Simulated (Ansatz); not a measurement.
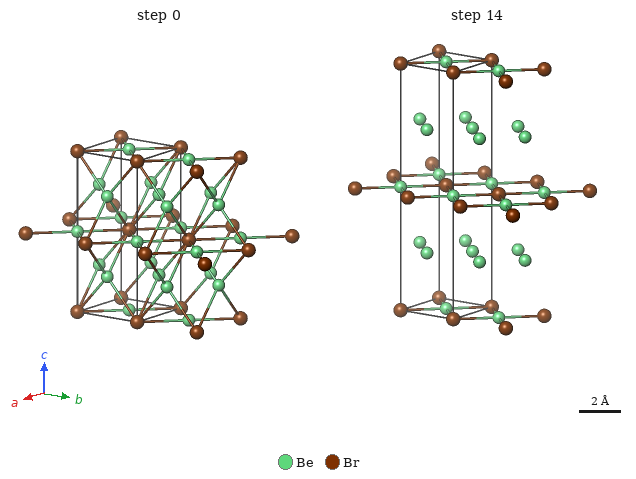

The structure of a crystal of Be3Br (built on the TiAl3 (D0 type) before (left) and after (right) a relaxation, at one scale.

Style: ball-and-stick. Shown: the conventional cell (2 times the calculation's cell), repeated 1 × 2 × 1 with one cell outlined, from a free direction. Lengths and directions refer to the drawn axes.

Case: TiAl3 (D0_22) type (I4/mmm, No. 139).

The calculation used DFT PBE, scalar-relativistic, plane waves, PAW in Ansatz 0.2.0.

Input
```yaml
crystal:
  lattice:
    - [-1.805892916, 1.805892916, 4.0339426176]
    - [1.805892916, -1.805892916, 4.0339426176]
    - [1.805892916, 1.805892916, -4.0339426176]
  atoms:
    - { symbol: Be, position: [0.5, 0.5, 0.0] }
    - { symbol: Be, position: [0.25, 0.75, 0.5] }
    - { symbol: Be, position: [0.75, 0.25, 0.5] }
    - { symbol: Br, position: [0.0, 0.0, 0.0] }
basis:
  ecutwfc: 420
kpoints:
  mp_grid: { grid: [18, 18, 18] }
hamiltonian:
  xc: pbe
scf:
  occupations: { method: gaussian, width: 0.1 }
output:
  forces: true
  stress: true
  eigenvalues: true
relax:
  adjacent_minimum: "off"
  f_tol: 0.01
  max_steps: 80
  cell: { stress_tol: 0.05 }
```

Command:
```bash
ansatz run input.yaml --threads 1 --pin off --max-ram 2560MiB --backend cpu --events-out ev --progress --plain --runs-dir out
```

> What changed between the two?

The run was cut off at its time limit before the relaxation converged, so the last structure is only a point on the way. The atoms keep their places relative to the cell (all moves are under 0.005 Å). The volume changes by +19.2 %, with a = b 3.612 → 3.182 Å (−11.9 %), c 8.068 → 12.389 Å (+53.6 %). Near-neighbour distances that change, for instance: Be2–Br4 2.707 → 3.482 Å, Br4–Br4 3.612 → 3.182 Å, Be1–Br4 2.554 → 2.250 Å. The space group stays I4/mmm (No. 139). After 13 accepted moves (14 points after the start) the energy has fallen by 148 meV per atom. All forces vanish by symmetry, so only the cell relaxes. Pressure: 1.05 GPa at the start and 0.17 GPa at the end. At 1 point the geometry stayed and the basis and grid were re-selected for the new cell (energy shift of 18.2 meV per atom at most each time). The run took 6.3 min on 1 thread of Arm Neoverse V1, on a shared host, peak memory 0.65 GiB.
